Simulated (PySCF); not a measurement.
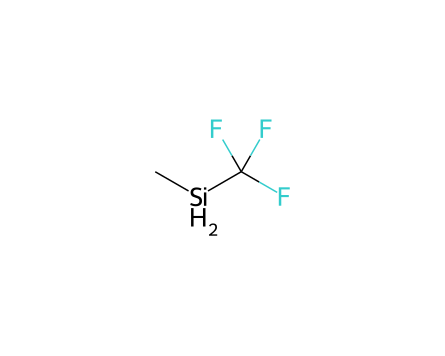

The geometry was computed by an optimisation with PBE0-D3(BJ)/def2-SVP. No frequency run is at hand to confirm it as a minimum. Program: PySCF 2.14.0.

At this fixed geometry, give HOMO–LUMO gap (eV), dipole (D), HOMO energy (eV) at these levels: BHandHLYP/aug-pcX-1 (pcseg-1 on H) (def2-SVPD on Si); PBE0/pcSseg-1 in cyclohexane (IEF-PCM); PBE0/pcSseg-1 in methanol (IEF-PCM); ωB97X-D/def2-SVPD; ωB97X-D/def2-SVPD in cyclohexane (IEF-PCM); ωB97X-D/def2-SVPD in methanol (IEF-PCM).

```
                                               level  HOMO–LUMO gap (eV)  dipole (D)  HOMO energy (eV)
BHandHLYP/aug-pcX-1 (pcseg-1 on H) (def2-SVPD on Si)               11.37        2.81            −10.90
              PBE0/pcSseg-1 in cyclohexane (IEF-PCM)               10.02        2.73             −9.27
                 PBE0/pcSseg-1 in methanol (IEF-PCM)               10.15        2.98             −9.23
                                   ωB97X-D/def2-SVPD               13.17        2.69            −11.31
          ωB97X-D/def2-SVPD in cyclohexane (IEF-PCM)               13.28        2.91            −11.27
             ωB97X-D/def2-SVPD in methanol (IEF-PCM)               13.40        3.23            −11.23
```
